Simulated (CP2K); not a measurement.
# C3H8BN (SMILES B/C=C(\C)N), run twice

Aim: a single-point energy of C3H8BN at GFN0-xTB.

The calculation is run with CP2K 2026.2.

3 further runs of the same task are left out: 1 that didn't finish, 2 set aside as unsound or not needed.

**1. Starting point**

C3H8BN: 13 atoms, total charge 0, spin state singlet. SMILES: `B/C=C(\C)N`. The shape comes from a force field and isn't a relaxed structure. This is one conformer, not always the lowest.

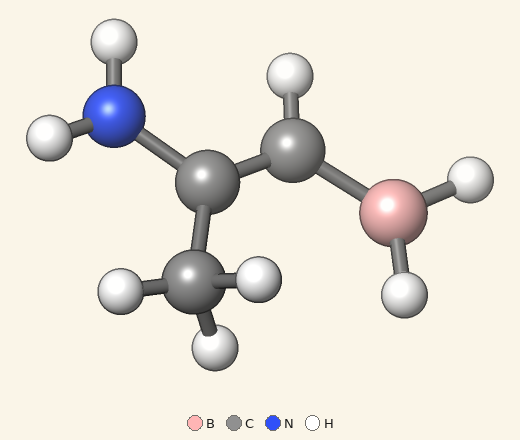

The structure, seen from a chosen angle (boron pink, carbon grey, nitrogen blue, hydrogen white).

**2. Try one**

Contents of molecule.inp:

```
&GLOBAL
   PROJECT_NAME molecule
   RUN_TYPE ENERGY
   PRINT_LEVEL MEDIUM
&END GLOBAL

&FORCE_EVAL
   METHOD QS
   &DFT
      # Quickstep
      &QS
         METHOD XTB
         EPS_DEFAULT 1.0E-10
         &XTB
            GFN_TYPE 0
            CHECK_ATOMIC_CHARGES F
         &END XTB
      &END QS
      &POISSON
         PERIODIC NONE
         POISSON_SOLVER ANALYTIC
      &END POISSON
      &SCF
         SCF_GUESS ATOMIC
         EPS_SCF 1.0E-06
         MAX_SCF 52
         ADDED_MOS 8
         &DIAGONALIZATION
            ALGORITHM STANDARD
         &END DIAGONALIZATION
         &MIXING
            METHOD DIRECT_P_MIXING
            ALPHA 0.4
         &END MIXING
         &SMEAR ON
            METHOD FERMI_DIRAC
            ELECTRONIC_TEMPERATURE [K] 300
         &END SMEAR
      &END SCF
      # extra output
      &PRINT
         &MOMENTS
            PERIODIC F
            REFERENCE COM
            MAX_MOMENT 1
         &END MOMENTS
         &MO ON
            ENERGIES T
            OCCUPATION_NUMBERS T
            NDIGITS 6
            &EACH
               QS_SCF 0
            &END EACH
            ADD_LAST NUMERIC
         &END MO
         &HIRSHFELD OFF
         &END HIRSHFELD
      &END PRINT
   &END DFT
   # atoms, cell and kinds
   &SUBSYS
      &CELL
         ABC 18 14.2 15.8
         PERIODIC NONE
      &END CELL
      &COORD
         B     -2.051700    -0.300000     0.166200
         C     -0.672200    -0.377400     0.792100
         C      0.445500    -0.031900     0.165200
         C      0.577100     0.524100    -1.228000
         N      1.720100    -0.201100     0.861400
         H     -3.046000    -0.567400     0.780100
         H      2.925200     0.089000     0.412100
         H     -0.593400    -0.746100     1.796400
         H     -0.075200     1.474800    -1.232400
         H      1.544800     0.732900    -1.523000
         H      0.062000    -0.228500    -1.908000
         H      1.764800    -0.561600     1.870400
         H      2.575200     0.089000     0.412100
      &END COORD
      &TOPOLOGY
         &CENTER_COORDINATES
         &END CENTER_COORDINATES
      &END TOPOLOGY
   &END SUBSYS
&END FORCE_EVAL
```

Started as:

```sh
$ OMP_NUM_THREADS=1 cp2k.psmp -i molecule.inp > molecule.out 2>&1
```

Standard output:

```text
CP2K| version string:                                       CP2K version 2026.2
[...]
 GLOBAL| Method name                                                        CP2K
[...]
 GLOBAL| Run type                                                         ENERGY
[...]
                             - Atoms:                                         13
[...]
                             - Spherical basis functions:                     36
[...]
 *** WARNING in particle_methods.F:720 :: The distance between the atoms 7 ***
 *** and 13 is only 0.350 angstrom and thus smaller than the threshold of  ***
 *** 0.500 angstrom                                                        ***
[...]
 Number of electrons:                                                         28
[...]
  Fermi energy:                                                -0.30343673884277
[...]
 TB_DIPOLE| Moment [Debye]          1.23309143       0.98902221      -2.51842708
 TB_DIPOLE| Derivative [a.u.]       0.00000000       0.00000000       0.00000000
[...]
 ENERGY| Total FORCE_EVAL ( QS ) energy [hartree]            -14.083127946916333
[...]
```

Wall time 0.97 s (1 thread of Intel Xeon 6975P-C (Granite Rapids), shared host); peak memory 0.19 GiB.

**3. Reading the log**

The run finished; that doesn't make the result usable.

Cause: two atoms lie on top of or far too near each other. As the program read them, the closest atoms are 0.35 Å apart, against 1.01 Å in the sound input.

**4. Try two**

Contents of mol.inp:

```
&GLOBAL
  PROJECT_NAME mol
  RUN_TYPE ENERGY
  PRINT_LEVEL MEDIUM
&END GLOBAL

&FORCE_EVAL
  METHOD Quickstep
  &DFT
    &QS
      METHOD XTB
      EPS_DEFAULT 1.0E-10
      &XTB
        GFN_TYPE 0
        CHECK_ATOMIC_CHARGES F
      &END XTB
    &END QS
    &POISSON
      PERIODIC NONE
      POISSON_SOLVER ANALYTIC
    &END POISSON
    &SCF
      SCF_GUESS ATOMIC
      EPS_SCF 1.0E-06
      MAX_SCF 150
      ADDED_MOS 8
      &DIAGONALIZATION
        ALGORITHM STANDARD
      &END DIAGONALIZATION
      &MIXING
        METHOD DIRECT_P_MIXING
        ALPHA 0.4
      &END MIXING
      &SMEAR ON
        METHOD FERMI_DIRAC
        ELECTRONIC_TEMPERATURE [K] 300
      &END SMEAR
    &END SCF
    &PRINT
      &MOMENTS
        PERIODIC F
        REFERENCE COM
        MAX_MOMENT 1
      &END MOMENTS
      &MO ON
        ENERGIES T
        OCCUPATION_NUMBERS T
        NDIGITS 6
        &EACH
          QS_SCF 0
        &END EACH
        ADD_LAST NUMERIC
      &END MO
      &HIRSHFELD OFF
      &END HIRSHFELD
    &END PRINT
  &END DFT
  &SUBSYS
    &CELL
      ABC 17.6 14.2 15.8
      PERIODIC NONE
    &END CELL
    &COORD
      B     -2.051700    -0.300000     0.166200
      C     -0.672200    -0.377400     0.792100
      C      0.445500    -0.031900     0.165200
      C      0.577100     0.524100    -1.228000
      N      1.720100    -0.201100     0.861400
      H     -3.046000    -0.567400     0.780100
      H     -2.230600     0.158400    -0.937800
      H     -0.593400    -0.746100     1.796400
      H     -0.075200     1.474800    -1.232400
      H      1.544800     0.732900    -1.523000
      H      0.062000    -0.228500    -1.908000
      H      1.764800    -0.561600     1.870400
      H      2.575200     0.089000     0.412100
    &END COORD
    &TOPOLOGY
      &CENTER_COORDINATES
      &END CENTER_COORDINATES
    &END TOPOLOGY
  &END SUBSYS
&END FORCE_EVAL
```

Started as:

```sh
$ OMP_NUM_THREADS=1 cp2k.psmp -i mol.inp -o mol.out
```

Standard output:

```text
CP2K| version string:                                       CP2K version 2026.2
[...]
 GLOBAL| Method name                                                        CP2K
[...]
 GLOBAL| Run type                                                         ENERGY
[...]
                             - Atoms:                                         13
[...]
                             - Spherical basis functions:                     36
[...]
 Number of electrons:                                                         28
[...]
  Fermi energy:                                                -0.31647734280760
[...]
 TB_DIPOLE| Moment [Debye]          2.93624752       0.45849209      -0.92196941
 TB_DIPOLE| Derivative [a.u.]       0.00000000       0.00000000       0.00000000
[...]
 ENERGY| Total FORCE_EVAL ( QS ) energy [hartree]            -15.013486764999124
[...]
```

It took 0.97 s on 1 thread of Intel Xeon 6975P-C (Granite Rapids), shared host; peak memory 0.19 GiB.

**5. Results**

Level: GFN0-xTB.

```
                                 quantity         value
                             total energy  -15.01349 Eh
dipole moment (from atomic charges alone)        3.11 D
                              HOMO energy     -11.30 eV
                              LUMO energy      -7.72 eV
                            HOMO–LUMO gap       3.58 eV
                        dispersion energy  -8.57 kJ/mol
```

**Reading.** The first attempt's energy was +25.316 eV off this one. The dipole comes from point charges on the atoms alone, without atomic dipoles, so it is partial.
